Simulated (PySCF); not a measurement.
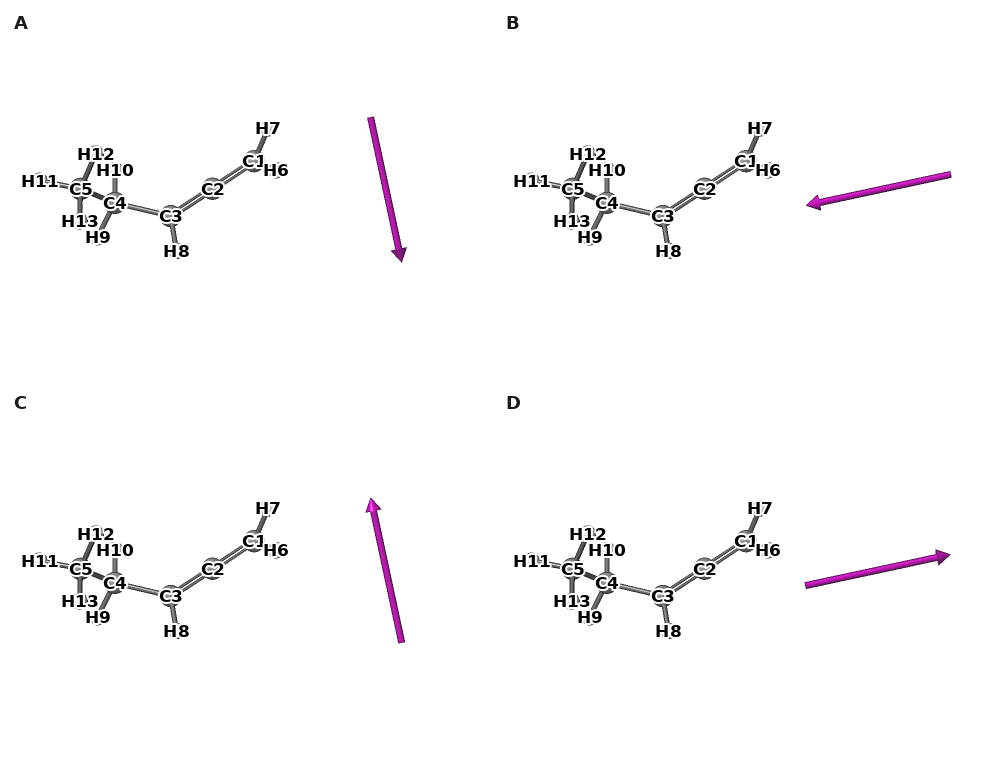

The same molecule four times, each with an arrow. The geometry was computed by an optimisation with PBE0-D3(BJ)/def2-SVP. No frequency run is at hand to confirm it as a minimum. Level of theory: B3LYP/def2-SVPD in dimethylsulfoxide (IEF-PCM) (PySCF 2.14.0).

### Which arrow points along the dipole moment, from the negative to the positive end?

B. The dipole moment is 0.66 D; it points from the side of H6, H7 to the side of H11 (the outermost atoms at the two ends).
